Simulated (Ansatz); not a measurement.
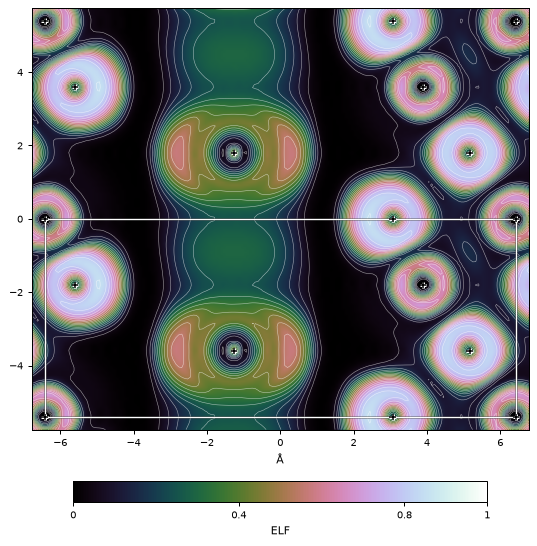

The ELF on a plane through atoms (crosses mark nuclei in the plane).

All numbers below come from DFT PBE, scalar-relativistic, plane waves, PAW (Ansatz).

Candidates:
A. Ti2BiO3, a = 3.12 Å, b = 3.12 Å, c = 12.85 Å, α = 90.00°, β = 90.00°, γ = 120.00°. Space group P-3m1; a structure from a database of computed crystals, not necessarily the ambient phase; a generated structure, not necessarily the stable one; changed on purpose from its base cell (volume × 1.06, shape and atoms relaxed); computed without spin polarisation.
B. B3As5, a = 3.48 Å, b = 3.48 Å, c = 36.53 Å, α = 90.00°, β = 90.00°, γ = 120.00°. Space group R3m; a generated structure, not necessarily the stable one.
C. HfSi3O2, a = 3.73 Å, b = 24.76 Å, c = 3.73 Å, α = 90.00°, β = 90.00°, γ = 90.00°. Space group Cmcm; a generated structure, not necessarily the stable one.

Which system is this?

Answer. Candidate A: Ti2BiO3 on the (110) plane of the conventional cell, which holds Ti, Bi and O. Ti–O (1.99 Å): the ELF peaks at about 0.80 in the valence shell of O, 0.6 Å from its nucleus, and is about 0.20 at the midpoint (no shared electron pair shows on this line). Ti–O (2.20 Å): the ELF peaks at about 0.80 in the valence shell of O, 0.6 Å from its nucleus, and is about 0.10 at the midpoint: no shared electron pair shows on this line.
